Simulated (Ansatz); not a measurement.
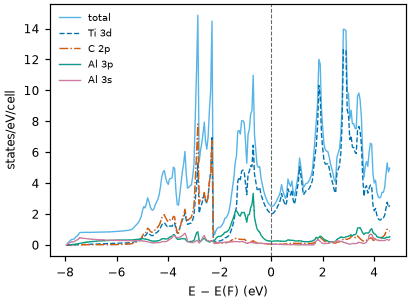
Figure. Total and projected density of states of Ti$_{2}$AlC in space group P6_3/mmc (No. 194; Ti on 4f, Al on 2d, C on 2a), the program Ansatz at the PBEsol level (PAW)

### Question
Which orbitals carry the states next to the Fermi level?

### Answer
Within 0.5 eV of the Fermi level: Ti 3d 80 %, Al 3p 11 %. Projections are on Löwdin-orthogonalised atomic valence shells; empty p or d shells of many metals are not among them.

### Question
Where is the tallest occupied peak in this window, and what makes it?

### Answer
Near -2.8 eV, about 15 states/eV per cell; the largest projected share is C 2p.

The workflow started from a Materials Project entry (that database holds measured and hypothetical structures alike); the Crystallography Open Database copy checked does not list it. Whether it is the stable phase at ambient conditions was not checked. The cell was relaxed with PBEsol under the symmetry of its start; whether a distortion lowers the energy is not shown. No spin polarisation was allowed.

Potentials: the later of the program's two PAW sets.
